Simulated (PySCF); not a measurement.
# One shape, several levels: SiHCl2 (SMILES Cl[SiH]Cl)

We compute a comparison of 6 runs (UB3LYP/STO-3G, UPBE/STO-3G, UPBE0/STO-3G, USVWN5/STO-3G, UCCSD(T)/STO-3G, FCI/STO-3G) of SiHCl2. The job is set up through a Python script.

The results are computed with PySCF 2.14.0.

2 further runs of the same task are left out: 2 set aside as unsound or not needed.

### 1 Starting point

SiHCl2 has 4 atoms, charge 0, and is taken as a doublet. SMILES: `Cl[SiH]Cl`. The Cl1–Si2 distance was set to 3.070 Å, away from the relaxed value. At this shape a bond of the SMILES string is far longer than usual.

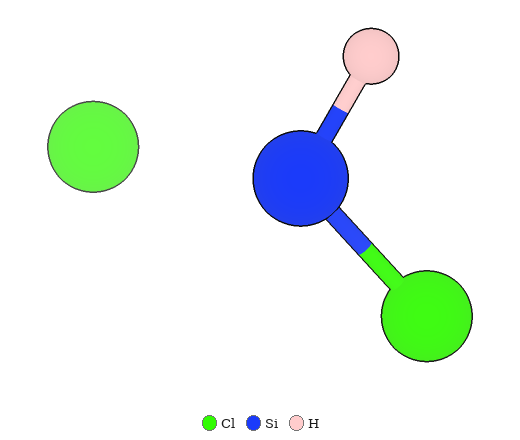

Viewed from a chosen angle; chlorine green, silicon blue, hydrogen pink.

### 2 The energy at UB3LYP/STO-3G (run 1)

Contents of run.py:

```python
from pyscf import gto, dft

system = gto.Mole()
system.atom = 'Cl -2.563670 0.473790 1.234089; Si 0.187600 -0.414200 0.200000; Cl 0.250900 -0.281300 -1.841700; H 1.208200 0.517700 0.752400'
system.basis = 'sto-3g'
system.max_memory = 1860
system.verbose = 3
system.spin = 1
system.build()

mf = dft.UKS(system)
mf.xc = 'b3lyp'
mf.grids.level = 5
mf.conv_tol = 1e-10
mf.kernel()
if not mf.converged:
    mf = mf.newton().run(mf.mo_coeff, mf.mo_occ)

energy = mf.e_tot
print('E = %.10f Eh' % energy)
```

Run with:

```sh
$ OMP_NUM_THREADS=1 python run.py
```

What it wrote:

```text
WARN: HOMO -0.21752161464359 >= LUMO -0.217521614643588

converged SCF energy = -1197.04849969983  <S^2> = 0.78594587  2S+1 = 2.0356285
E = -1197.0484996998 Eh
```

Wall time 11 s (1 thread of Arm Neoverse V1, shared host); peak memory 0.24 GiB.

### 3 A single-point energy at UPBE/STO-3G (run 2)

Contents of calc.py:

```python
from pyscf import gto, dft

mol = gto.M(
    atom='''
Cl    -4.844634     0.895333     2.332090
Si     0.354513    -0.782725     0.377945
Cl     0.474132    -0.531580    -3.480309
H      2.283167     0.978311     1.421830
''',
    spin=1,
    verbose=3,
    unit='bohr',
    basis='sto-3g',
    max_memory=1860,
    charge=0,
)

myscf = dft.UKS(mol, xc='pbe')
myscf.grids.level = 5
myscf.conv_tol = 1e-10
myscf.kernel()
if not myscf.converged:
    myscf = myscf.newton().run(myscf.mo_coeff, myscf.mo_occ)

etot = myscf.e_tot
print('Final energy', etot)
```

Run with:

```sh
$ OMP_NUM_THREADS=1 python calc.py
```

What it wrote:

```text
WARN: HOMO -0.215863255229514 >= LUMO -0.215863255229511

WARN: HOMO -0.115714197253376 >= LUMO -0.115076832216708

WARN: HOMO -0.0443230845240724 >= LUMO -0.0449469644825162

converged SCF energy = -1196.48988771028  <S^2> = 0.76060411  2S+1 = 2.0105761
Final energy -1196.4898877102842
```

Run time: 12 s. Hardware: 1 thread of Arm Neoverse V1, shared host; peak memory 0.24 GiB.

Runs 3 to 5 aren't shown in full; the table further down has their settings and results.

### 4 A single-point energy at FCI/STO-3G (run 6)

Contents of calc.py:

```python
from pyscf import gto, scf, mcscf

molecule = gto.Mole()
molecule.atom = [
    ('Cl', (-2.563670, 0.473790, 1.234089)),
    ('Si', (0.187600, -0.414200, 0.200000)),
    ('Cl', (0.250900, -0.281300, -1.841700)),
    ('H', (1.208200, 0.517700, 0.752400)),
]
molecule.verbose = 3
molecule.basis = 'sto-3g'
molecule.charge = 0
molecule.spin = 1
molecule.max_memory = 1860
molecule.build()

hf = scf.ROHF(molecule)
hf.conv_tol = 1e-10
hf.kernel()
if not hf.converged:
    hf = hf.newton().run(hf.mo_coeff, hf.mo_occ)

cas = mcscf.CASCI(hf, hf.mo_coeff.shape[-1] - 15, (molecule.nelec[0] - 15, molecule.nelec[1] - 15))  # full CI above the frozen core
cas.fix_spin_(ss=0.75)
cas.kernel()
energy = cas.e_tot
print(f'total energy: {energy:.8f} hartree')
```

Run with:

```sh
$ OMP_NUM_THREADS=1 python calc.py
```

What it wrote:

```text
converged SCF energy = -1195.29380333029
CASCI E = -1195.35370244428  E(CI) = -55.1134190865409  S^2 = 0.7500000
total energy: -1195.35370244 hartree
```

Run time: 13 s. Hardware: 1 thread of Arm Neoverse V1, shared host; peak memory 0.16 GiB.

### 5 Overview of the runs

| run | level | integration grid | frozen core orbitals | energy (Eh) | dipole moment (D) of the reference | HOMO energy (eV) | LUMO energy (eV) | wall time |
| --- | --- | --- | --- | --- | --- | --- | --- | --- |
| 1 | UB3LYP/STO-3G | 5 | – | -1197.048500 | 4.18 | -5.04 | -2.86 | 11 s |
| 2 | UPBE/STO-3G | 5 | – | -1196.489888 | 4.28 | -3.67 | -3.38 | 12 s |
| 3 | UPBE0/STO-3G | 5 | – | -1196.667191 | 4.27 | -5.35 | -2.66 | 9.9 s |
| 4 | USVWN5/STO-3G | 5 | – | -1192.803084 | 4.37 | -3.59 | -3.43 | 13 s |
| 5 | UCCSD(T)/STO-3G | – | 15 | -1195.352849 | 2.69 | -7.45 | 1.47 | 1.4 s |
| 6 | FCI/STO-3G | – | 15 | -1195.353702 | 2.51 | – | – | 13 s |

### 6 Outcome

| quantity | value |
| --- | --- |
| run 6: total energy | -1195.35370 Eh |
| run 6: dipole moment (Hartree–Fock density) | 2.51 D |
| run 6: correlation energy (15 core orbitals frozen) | -59.9 mEh |

Against full CI in this basis: UCCSD(T) +0.9 mEh. Over runs 1, 2, 3, 4 the dipole moment (its size) runs from 4.18 D (UB3LYP/STO-3G) to 4.37 D (USVWN5/STO-3G). Totals of different functionals can't be ranked against each other. In runs 1, 2, 3, 4, 5, 6 the basis is minimal, so the values are rough. Spin contamination of the reference: run 5 ⟨S²⟩ = 0.99. All runs together took 61 s, the longest 13 s.
